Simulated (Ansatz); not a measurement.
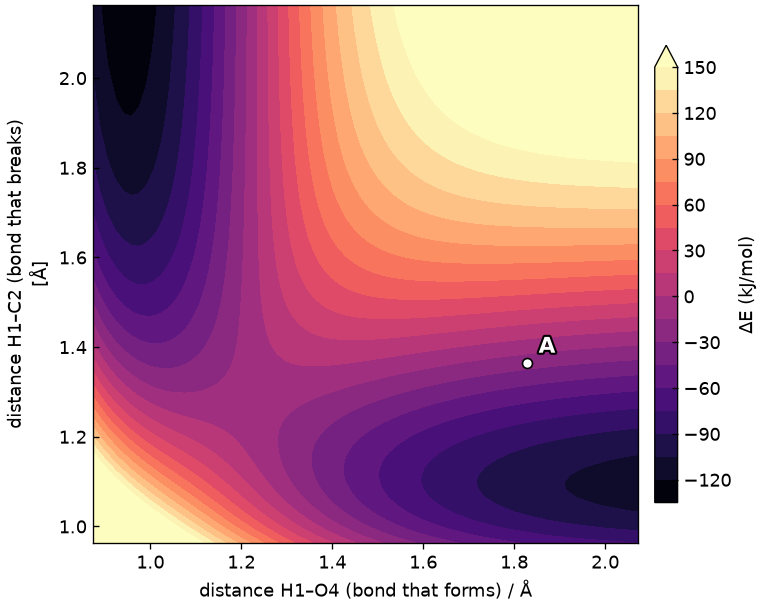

The reacting system C2H7O (fragments C₂H₆ + HO where the first distance is long, H₂O + C₂H₅ where the second is long), spin multiplicity 2. The first coordinate is: distance H1–O4 (bond that forms); the second: distance H1–C2 (bond that breaks). Relaxed at each point: all other coordinates. The grid has 13 × 13 points. Points are written as (first, second). Energies are in kJ/mol, from a guessed transition structure relaxed with its forming and breaking bonds held. In part of the range the unrestricted reference is strongly spin-contaminated. Theory: UHF/def2-SVP in Ansatz.

The picture shows filled contours, one colour for all values above the top of the scale, the point A. Between grid points the surface is interpolated.

Is A at rest? If not, where is it pushed?

A, at (1.828 Å, 1.365 Å), is not a stationary point. The computed force is 51 kJ/mol for each Å towards larger values of the first coordinate and 440 kJ/mol for each Å towards smaller values of the second coordinate.
